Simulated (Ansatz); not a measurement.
```
atom    x (Å)    y (Å)    z (Å)
   C  -0.2875   0.6555  -0.2480
  Cl   1.7784  -4.1384  -0.3749
   F  -1.1653  -1.9907   0.2268
  Si   0.1638  -1.1713  -0.2068
  Si   2.2689  -2.0749  -0.6934
   H  -0.6375   0.9877   0.7368
   H  -1.0954   0.8364  -0.9674
   H   0.5780   1.2623  -0.5346
```

Geometry: B3LYP/6-31G*.

Theory: isolated molecule in a Gaussian basis; Kohn-Sham density functional theory, functional PBE0 (Ansatz).

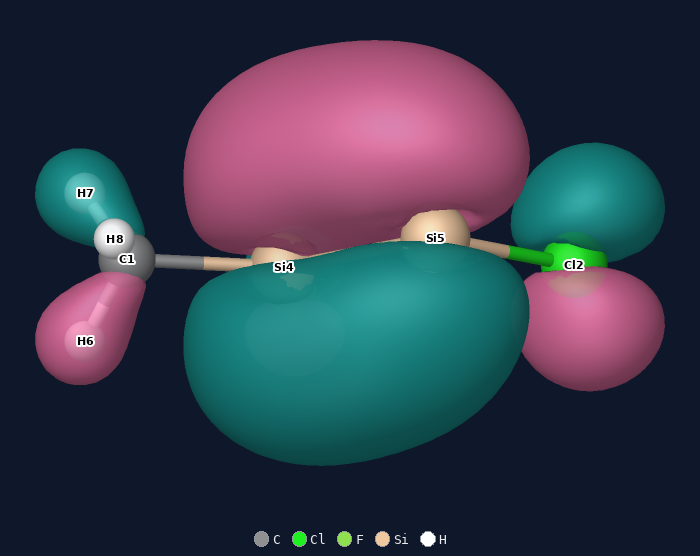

CH3ClFSi2 (SMILES C/[Si](F)=[Si]/Cl) (doublet). The HOMO (α) at ±0.06 Å⁻³ᐟ² (teal and pink are the two phases), seen from one side.

**Describe this orbital and give its energy.**

Its weight (Hirshfeld) is mainly on Si4 (about 40 %), Si5 (about 40 %) and Cl2 (about 10 %); π-bonding across Si4–Si5. Its energy is −6.08 eV.
